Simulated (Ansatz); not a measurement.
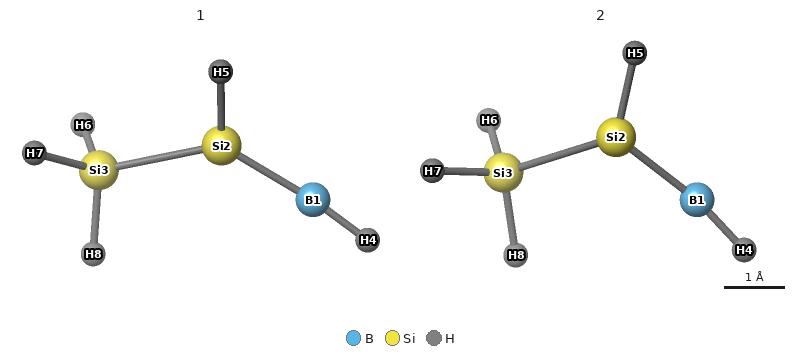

Two geometries of BSi₂H₅, drawn at one scale. One is the start of a relaxation, the other its converged end. A ball-and-stick model, seen at a tilt.

These are results of Ansatz 0.2.0, RKS PBE0-D4/def2-TZVP, not measurements. Settings: force threshold 0.005 eV/Å; at most 200 steps.

### Which one is relaxed?

Structure 2 is the relaxed one. Over 17 accepted moves (21 points after the start) the energy falls by 2.72 kcal/mol. Largest force component: 0.53 eV/Å at the start, 0.004 eV/Å at the end. The line search rejected the trial steps at points 5, 8, 10, 12 of the run. The largest move after the best rigid fit is that of H4, 0.45 Å. Largest moves by element: H 0.45 Å, Si 0.37 Å, B 0.27 Å. Near-neighbour distances that change, for instance: B1–H4 1.154 → 1.183 Å, Si2–Si3 2.293 → 2.320 Å, B1–Si2 1.815 → 1.833 Å, Si3–H6 1.469 → 1.487 Å. Bond angles that change, for instance: B1–Si2–Si3 128.9° → 107.4°, Si3–Si2–H5 110.3° → 121.2°, Si2–B1–H4 173.6° → 167.3°. Cost: 45 s on 2 threads of AMD EPYC 7R32, on a shared host.
